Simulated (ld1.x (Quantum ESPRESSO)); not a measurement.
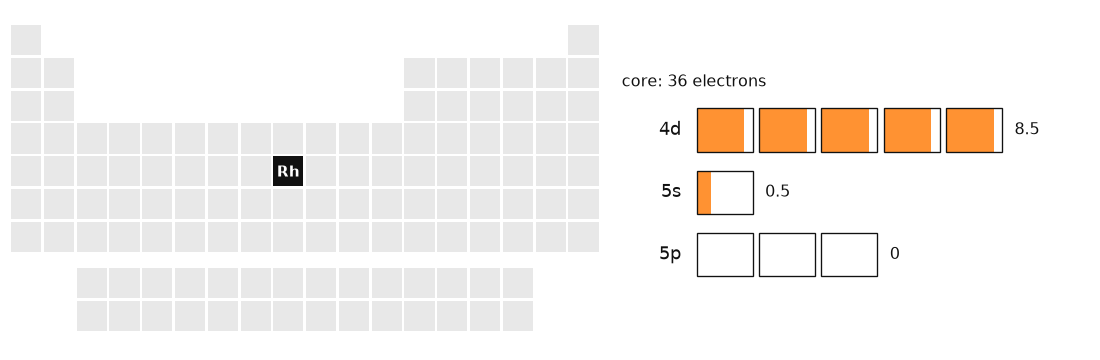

Left, the place of rhodium in the periodic table; right, the valence shells of the reference configuration: a box for each of the 2l + 1 orbitals, shaded by the share of the shell that is filled, with the electron count at the right.

**Run report: Rh, pseudopotential generation (part 1 of 2)**

System: rhodium (Rh, Z = 45), core [Kr], reference valence 4d8.5 5s0.5 5p0, valence charge 9.
Method: TM potential, PBE, scalar-relativistic, made with ld1.x (Quantum ESPRESSO) 7.5.

The input:
```
 &input
   title='Rh', zed=45., rel=1, dft='PBE', iswitch=3,
   config='[Kr] 4d8.5 5s0.5 5p0',
   nld=3, rlderiv=3.65, eminld=-2.0, emaxld=5.0, deld=0.02
 /
 &inputp
   pseudotype=2, tm=.true., lloc=0,
   nlcc=.false.,
   file_pseudopw='Rh.UPF', file_wfcaegen='ae.wfc', file_wfcncgen='nc.wfc', file_beta='beta', file_chi='chi'
 /
3
5P  2  1   0.00   0.00  3.35  3.35  0.0
4D  3  2   8.50   0.00  1.55  1.55  0.0
5S  1  0   0.50   0.00  2.90  2.90  0.0
 &test
   configts(1)='4d8.5 5s0.5 5p0'
 /
```

Input of the test run:
```
 &input
   title='Rh', zed=45., rel=1, dft='PBE', iswitch=2,
   config='[Kr] 4d8.5 5s0.5 5p0'
 /
 &test
   file_pseudo='Rh.UPF', nconf=8,
   configts(1)='4d8.5 5s0.5 5p0',
   configts(2)='4d8 5s1 5p0',
   configts(3)='4d8 5s0 5p0',
   configts(4)='4d7 5s0 5p0',
   configts(5)='4d7 5s2 5p0',
   configts(6)='4d7 5s1 5p1',
   configts(7)='4d8 5s0 5p1',
   configts(8)='4d7 5s1 5p0'
 /
```

Hardware: 1 CPU thread, shared host.

Command:
```bash
ld1.x < Rh.in > Rh.out
```

The program's output:
```
     Program LD1 v.7.5
     --------------------------- All-electron run ----------------------------

     Rh
     scalar relativistic calculation

     atomic number is 45.00
     dft =PBE   lsd =0 sic =0 latt =0  beta=0.20 tr2=1.0E-14
     Exchange-correlation= PBE
                           (   1   4   3   4   0   0   0)
     mesh =1233 r(mesh) =  98.82371 a.u. xmin = -7.00 dx = 0.01250
     1 Ry =  13.60569312 eV, c = 137.03599908

     n l     nl                  e(Ry)          e(Ha)          e(eV)
     1 0     1S 1( 2.00)     -1693.2090      -846.6045    -23037.2815
     2 0     2S 1( 2.00)      -245.3639      -122.6820     -3338.3463
     2 1     2P 1( 6.00)      -219.8784      -109.9392     -2991.5983
     3 0     3S 1( 2.00)       -43.7425       -21.8712      -595.1469
     3 1     3P 1( 6.00)       -35.3638       -17.6819      -481.1493
     4 0     4S 1( 2.00)        -5.9442        -2.9721       -80.8753
     4 1     4P 1( 6.00)        -3.5914        -1.7957       -48.8635
     3 2     3D 1(10.00)       -21.9682       -10.9841      -298.8930
     4 2     4D 1( 8.50)        -0.3461        -0.1730        -4.7085
     5 0     5S 1( 0.50)        -0.2804        -0.1402        -3.8155
     5 1     5P 1( 0.00)        -0.0464        -0.0232        -0.6309

     final scf error:  2.4E-15 reached in  26 iterations

     Etot =   -9568.283528 Ry,   -4784.141764 Ha, -130183.129389 eV

     Ekin =    9909.485980 Ry,    4954.742990 Ha,  134825.425254 eV
     Encl =  -23100.854216 Ry,  -11550.427108 Ha, -314303.133349 eV
     Eh   =    3900.254507 Ry,    1950.127254 Ha,   53065.665927 eV
     Exc  =    -277.169799 Ry,    -138.584899 Ha,   -3771.087221 eV

     normalization and overlap integrals

     s(1S/1S) =  1.000000  <r> =   0.0326  <r2> =    0.0014  r(max) =   0.0211
     s(2S/2S) =  1.000000  <r> =   0.1419  <r2> =    0.0237  r(max) =   0.1201
     s(2P/2P) =  1.000000  <r> =   0.1237  <r2> =    0.0187  r(max) =   0.0959
     s(3S/3S) =  1.000000  <r> =   0.3906  <r2> =    0.1746  r(max) =   0.3520
     s(3P/3P) =  1.000000  <r> =   0.3905  <r2> =    0.1772  r(max) =   0.3433
     s(4S/4S) =  1.000000  <r> =   0.9815  <r2> =    1.0926  r(max) =   0.8766
     s(4P/4P) =  1.000000  <r> =   1.0847  <r2> =    1.3511  r(max) =   0.9449
     s(3D/3D) =  1.000000  <r> =   0.3704  <r2> =    0.1640  r(max) =   0.2918
     s(4D/4D) =  1.000000  <r> =   1.6410  <r2> =    3.4212  r(max) =   1.1541
     s(5S/5S) =  1.000000  <r> =   3.4126  <r2> =   13.6031  r(max) =   2.7002
     s(5P/5P) =  1.000000  <r> =   5.7393  <r2> =   40.2506  r(max) =   4.1822

     ------------------------ End of All-electron run ------------------------

     --------------------- Generating NC pseudopotential ---------------------

      Generating local pot.: lloc=0, matching radius rcloc =   2.9000

      Wfc   5P  rcut= 3.382  Using Troullier-Martins method

      Wfc   4D  rcut= 1.558  Using Troullier-Martins method

     ------------------- End of pseudopotential generation -------------------

     --------------------------- All-electron run ----------------------------

     Rh
     scalar relativistic calculation

     atomic number is 45.00
     dft =PBE   lsd =0 sic =0 latt =0  beta=0.20 tr2=1.0E-14
     Exchange-correlation= PBE
                           (   1   4   3   4   0   0   0)
     mesh =1233 r(mesh) =  98.82371 a.u. xmin = -7.00 dx = 0.01250
     1 Ry =  13.60569312 eV, c = 137.03599908

     n l     nl                  e(Ry)          e(Ha)          e(eV)
     1 0     1S 1( 2.00)     -1693.2090      -846.6045    -23037.2815
     2 0     2S 1( 2.00)      -245.3639      -122.6820     -3338.3463
     2 1     2P 1( 6.00)      -219.8784      -109.9392     -2991.5983
     3 0     3S 1( 2.00)       -43.7425       -21.8712      -595.1469
     3 1     3P 1( 6.00)       -35.3638       -17.6819      -481.1493
     4 0     4S 1( 2.00)        -5.9442        -2.9721       -80.8753
     4 1     4P 1( 6.00)        -3.5914        -1.7957       -48.8635
     3 2     3D 1(10.00)       -21.9682       -10.9841      -298.8930
     4 2     4D 1( 8.50)        -0.3461        -0.1730        -4.7085
     5 0     5S 1( 0.50)        -0.2804        -0.1402        -3.8155
     5 1     5P 1( 0.00)        -0.0464        -0.0232        -0.6309

     final scf error:  2.4E-15 reached in  26 iterations

     Etot =   -9568.283528 Ry,   -4784.141764 Ha, -130183.129389 eV

     Ekin =    9909.485980 Ry,    4954.742990 Ha,  134825.425254 eV
     Encl =  -23100.854216 Ry,  -11550.427108 Ha, -314303.133349 eV
     Eh   =    3900.254507 Ry,    1950.127254 Ha,   53065.665927 eV
     Exc  =    -277.169799 Ry,    -138.584899 Ha,   -3771.087221 eV

     normalization and overlap integrals

     s(1S/1S) =  1.000000  <r> =   0.0326  <r2> =    0.0014  r(max) =   0.0211
     s(2S/2S) =  1.000000  <r> =   0.1419  <r2> =    0.0237  r(max) =   0.1201
     s(2P/2P) =  1.000000  <r> =   0.1237  <r2> =    0.0187  r(max) =   0.0959
     s(3S/3S) =  1.000000  <r> =   0.3906  <r2> =    0.1746  r(max) =   0.3520
     s(3P/3P) =  1.000000  <r> =   0.3905  <r2> =    0.1772  r(max) =   0.3433
     s(4S/4S) =  1.000000  <r> =   0.9815  <r2> =    1.0926  r(max) =   0.8766
     s(4P/4P) =  1.000000  <r> =   1.0847  <r2> =    1.3511  r(max) =   0.9449
     s(3D/3D) =  1.000000  <r> =   0.3704  <r2> =    0.1640  r(max) =   0.2918
     s(4D/4D) =  1.000000  <r> =   1.6410  <r2> =    3.4212  r(max) =   1.1541
     s(5S/5S) =  1.000000  <r> =   3.4126  <r2> =   13.6031  r(max) =   2.7002
     s(5P/5P) =  1.000000  <r> =   5.7393  <r2> =   40.2506  r(max) =   4.1822

     ------------------------ End of All-electron run ------------------------

     Computing logarithmic derivative in   3.66786
     Computing logarithmic derivative in   3.66786
     Computing the partial wave expansion
       no projector for channel:   0
     R is outside the sphere for l=    1 j= 0.00
     R is outside the sphere for l=    2 j= 0.00

     ---------------------- Testing the pseudopotential ----------------------

     Rh
     scalar relativistic calculation

     atomic number is 45.00   valence charge is  9.00
     dft =PBE   lsd =0 sic =0 latt =0  beta=0.20 tr2=1.0E-14
     mesh =1233 r(mesh) =  98.82371 xmin = -7.00 dx = 0.01250

     n l     nl             e AE (Ry)        e PS (Ry)    De AE-PS (Ry)
     3 2     4D   1( 8.50)       -0.34607       -0.34607        0.00000
     1 0     5S   1( 0.50)       -0.28044       -0.28044        0.00000
     2 1     5P   1( 0.00)       -0.04637       -0.04637       -0.00000

     eps = 6.3E-15  iter = 32

     Etot =   -9568.283528 Ry,   -4784.141764 Ha, -130183.129389 eV
     Etotps =   -44.036379 Ry,     -22.018189 Ha,    -599.145454 eV

     Ekin =      44.266547 Ry,      22.133273 Ha,     602.277051 eV
     Encl =     -73.913297 Ry,     -36.956648 Ha,   -1005.641634 eV
     Ehrt =      43.333647 Ry,      21.666824 Ha,     589.584308 eV
     Ecxc =      -8.038580 Ry,      -4.019290 Ha,    -109.370454 eV
     Epseu=     -49.684696 Ry,     -24.842348 Ha,    -675.994725 eV

     ---------------------- End of pseudopotential test ----------------------
```

Output of the test run (extracts):
```
     ---------------------- Testing the pseudopotential ----------------------

     Rh
     scalar relativistic calculation

     atomic number is 45.00   valence charge is  9.00
     dft =PBE   lsd =0 sic =0 latt =0  beta=0.20 tr2=1.0E-14
     mesh =1233 r(mesh) =  98.82371 xmin = -7.00 dx = 0.01250

     n l     nl             e AE (Ry)        e PS (Ry)    De AE-PS (Ry)
     3 2     4D   1( 8.50)       -0.34607       -0.34607        0.00000
     1 0     5S   1( 0.50)       -0.28044       -0.28044        0.00000
     2 1     5P   1( 0.00)       -0.04637       -0.04637       -0.00000

     eps = 7.5E-15  iter = 32

     Etot =   -9568.283528 Ry,   -4784.141764 Ha, -130183.129390 eV
     Etotps =   -44.036379 Ry,     -22.018189 Ha,    -599.145454 eV

     Ekin =      44.266547 Ry,      22.133273 Ha,     602.277051 eV
     Encl =     -73.913297 Ry,     -36.956648 Ha,   -1005.641634 eV
     Ehrt =      43.333647 Ry,      21.666824 Ha,     589.584308 eV
     Ecxc =      -8.038580 Ry,      -4.019290 Ha,    -109.370454 eV
     Epseu=     -49.684696 Ry,     -24.842348 Ha,    -675.994725 eV

     ---------------------- End of pseudopotential test ----------------------

     ---------------------- Testing the pseudopotential ----------------------

     Rh
     scalar relativistic calculation

     atomic number is 45.00   valence charge is  9.00
     dft =PBE   lsd =0 sic =0 latt =0  beta=0.20 tr2=1.0E-14
     mesh =1233 r(mesh) =  98.82371 xmin = -7.00 dx = 0.01250

     n l     nl             e AE (Ry)        e PS (Ry)    De AE-PS (Ry)
     3 2     4D   1( 8.00)       -0.43659       -0.44150        0.00491
     1 0     5S   1( 1.00)       -0.31604       -0.31517       -0.00087
     2 1     5P   1( 0.00)       -0.06254       -0.06174       -0.00080

     eps = 3.3E-15  iter = 27

     Etot =   -9568.237171 Ry,   -4784.118586 Ha, -130182.498678 eV
     Etotps =   -43.988699 Ry,     -21.994349 Ha,    -598.496738 eV
     dEtot_ae =       0.046356 Ry
     dEtot_ps =       0.047680 Ry,   Delta E=      -0.001323 Ry

     Ekin =      43.163262 Ry,      21.581631 Ha,     587.266091 eV
     Encl =     -73.340991 Ry,     -36.670496 Ha,    -997.855021 eV
     Ehrt =      42.475805 Ry,      21.237902 Ha,     577.912765 eV
     Ecxc =      -7.888695 Ry,      -3.944347 Ha,    -107.331158 eV
     Epseu=     -48.398079 Ry,     -24.199040 Ha,    -658.489413 eV

     ---------------------- End of pseudopotential test ----------------------

     ---------------------- Testing the pseudopotential ----------------------

     Rh
     scalar relativistic calculation

     atomic number is 45.00   valence charge is  9.00
     dft =PBE   lsd =0 sic =0 latt =0  beta=0.20 tr2=1.0E-14
     mesh =1233 r(mesh) =  98.82371 xmin = -7.00 dx = 0.01250

     n l     nl             e AE (Ry)        e PS (Ry)    De AE-PS (Ry)
     3 2     4D   1( 8.00)       -0.99835       -1.00129        0.00294
     1 0     5S   1( 0.00)       -0.79233       -0.79011       -0.00222
     2 1     5P   1( 0.00)       -0.45522       -0.45316       -0.00205

     eps = 7.2E-15  iter = 10

     Etot =   -9567.688836 Ry,   -4783.844418 Ha, -130175.038198 eV
     Etotps =   -43.441615 Ry,     -21.720808 Ha,    -591.053285 eV
     dEtot_ae =       0.594692 Ry
     dEtot_ps =       0.594763 Ry,   Delta E=      -0.000072 Ry

     Ekin =      43.967096 Ry,      21.983548 Ha,     598.202820 eV
     Encl =     -67.919541 Ry,     -33.959770 Ha,    -924.092428 eV
     Ehrt =      37.663925 Ry,      18.831962 Ha,     512.443801 eV
     Ecxc =      -7.560864 Ry,      -3.780432 Ha,    -102.870797 eV
     Epseu=     -49.592231 Ry,     -24.796116 Ha,    -674.736681 eV

     ---------------------- End of pseudopotential test ----------------------

     ---------------------- Testing the pseudopotential ----------------------

     Rh
     scalar relativistic calculation

     atomic number is 45.00   valence charge is  9.00
     dft =PBE   lsd =0 sic =0 latt =0  beta=0.20 tr2=1.0E-14
     mesh =1233 r(mesh) =  98.82371 xmin = -7.00 dx = 0.01250

     n l     nl             e AE (Ry)        e PS (Ry)    De AE-PS (Ry)
     3 2     4D   1( 7.00)       -1.89203       -1.91558        0.02355  !
     1 0     5S   1( 0.00)       -1.44603       -1.44548       -0.00055
     2 1     5P   1( 0.00)       -1.01309       -1.00834       -0.00475

     eps = 1.4E-15  iter =  9

     Etot =   -9566.254826 Ry,   -4783.127413 Ha, -130155.527503 eV
     Etotps =   -41.995448 Ry,     -20.997724 Ha,    -571.377179 eV
     dEtot_ae =       2.028701 Ry
     dEtot_ps =       2.040931 Ry,   Delta E=      -0.012229 Ry

     Ekin =      41.576612 Ry,      20.788306 Ha,     565.678627 eV
     Encl =     -60.364095 Ry,     -30.182047 Ha,    -821.295347 eV
     Ehrt =      30.570962 Ry,      15.285481 Ha,     415.939130 eV
     Ecxc =      -6.744973 Ry,      -3.372487 Ha,     -91.770039 eV
     Epseu=     -47.033954 Ry,     -23.516977 Ha,    -639.929550 eV

     ---------------------- End of pseudopotential test ----------------------

     ---------------------- Testing the pseudopotential ----------------------

     Rh
     scalar relativistic calculation

     atomic number is 45.00   valence charge is  9.00
     dft =PBE   lsd =0 sic =0 latt =0  beta=0.20 tr2=1.0E-14
     mesh =1233 r(mesh) =  98.82371 xmin = -7.00 dx = 0.01250

     n l     nl             e AE (Ry)        e PS (Ry)    De AE-PS (Ry)
     3 2     4D   1( 7.00)       -0.63794       -0.65682        0.01888  !
     1 0     5S   1( 2.00)       -0.39088       -0.38934       -0.00154
     2 1     5P   1( 0.00)       -0.09687       -0.09409       -0.00278

     eps = 7.4E-16  iter = 18

     Etot =   -9568.054978 Ry,   -4784.027489 Ha, -130180.019809 eV
     Etotps =   -43.793719 Ry,     -21.896859 Ha,    -595.843897 eV
     dEtot_ae =       0.228550 Ry
     dEtot_ps =       0.242660 Ry,   Delta E=      -0.014110 Ry

     Ekin =      40.383615 Ry,      20.191807 Ha,     549.447072 eV
     Encl =     -72.200187 Ry,     -36.100094 Ha,    -982.333593 eV
     Ehrt =      40.655685 Ry,      20.327842 Ha,     553.148768 eV
     Ecxc =      -7.561233 Ry,      -3.780616 Ha,    -102.875810 eV
     Epseu=     -45.071598 Ry,     -22.535799 Ha,    -613.230334 eV

     ---------------------- End of pseudopotential test ----------------------
```

(Continued in part 2.) Outcome of the run: generated.
